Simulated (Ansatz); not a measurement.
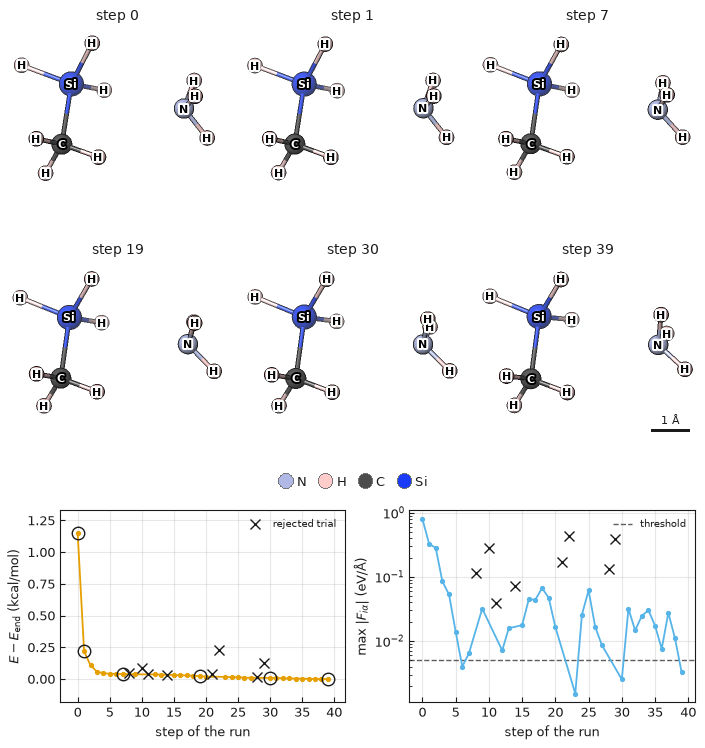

Frames of a relaxation of CH₉NSi, marked on the history of the run. The picture is a ball-and-stick view, seen at a tilt.

The calculation used RKS PBE0-D4/def2-TZVP (Ansatz 0.2.0). Settings: force threshold 0.005 eV/Å; at most 200 steps.

Question: What happens along the run?

Answer: The atom that moves furthest after the best rigid fit is an H atom (0.58 Å). By element the largest moves are H 0.58 Å, N 0.13 Å, Si 0.09 Å, C 0.07 Å. Near-neighbour distances that change, for instance: C–Si 1.888 → 1.866 Å, H–Si 1.506 → 1.489 Å, H–N 1.029 → 1.013 Å, C–H 1.109 → 1.092 Å. The energy falls by 1.15 kcal/mol in 31 accepted moves (39 points after the start). Largest force component: 0.8 eV/Å at the start, 0.0032 eV/Å at the end. The line search rejected the trial steps at points 8, 10, 11, 14, 21, 22, 28, 29 of the run. The forces were under the threshold at step 6, but the run went on from there. From step 0 to 1: N and H atoms move most (0.12 Å), energy −0.93 kcal/mol. From step 1 to 7: an H atom moves most (0.15 Å), energy −0.18 kcal/mol. From step 7 to 19: H atoms move most (0.18 Å), energy −0.02 kcal/mol. From step 19 to 30: H atoms move most (0.15 Å), energy −0.01 kcal/mol. From step 30 to 39: an H atom moves most (0.20 Å), energy −0.01 kcal/mol.

| step | E − E(0), kcal/mol | largest force component, eV/Å | note |
| --- | --- | --- | --- |
| 0 | 0.00 | 0.8012 |  |
| 1 | -0.93 | 0.3276 |  |
| 2 | -1.04 | 0.2825 |  |
| 3 | -1.09 | 0.0850 |  |
| 4 | -1.10 | 0.0532 |  |
| 5 | -1.11 | 0.0140 |  |
| 6 | -1.11 | 0.0040 |  |
| 7 | -1.11 | 0.0065 |  |
| 8 | -1.10 | 0.1130 | rejected |
| 9 | -1.11 | 0.0320 |  |
| 10 | -1.06 | 0.2811 | rejected |
| 12 | -1.11 | 0.0071 |  |
| 13 | -1.11 | 0.0158 |  |
| 15 | -1.12 | 0.0177 |  |
| 16 | -1.12 | 0.0444 |  |
| 18 | -1.12 | 0.0669 |  |
| 19 | -1.12 | 0.0471 |  |
| 21 | -1.11 | 0.1729 | rejected |
| 22 | -0.92 | 0.4395 | rejected |
| 24 | -1.13 | 0.0258 |  |
| 25 | -1.13 | 0.0616 |  |
| 27 | -1.14 | 0.0086 |  |
| 28 | -1.13 | 0.1311 | rejected |
| 30 | -1.14 | 0.0025 |  |
| 31 | -1.14 | 0.0319 |  |
| 33 | -1.14 | 0.0245 |  |
| 34 | -1.14 | 0.0303 |  |
| 36 | -1.15 | 0.0076 |  |
| 37 | -1.15 | 0.0275 |  |
| 39 | -1.15 | 0.0032 |  |

Limits of the set-up: the start holds two separate molecules, 2.7 Å apart at their closest, whose relative position is a soft coordinate.
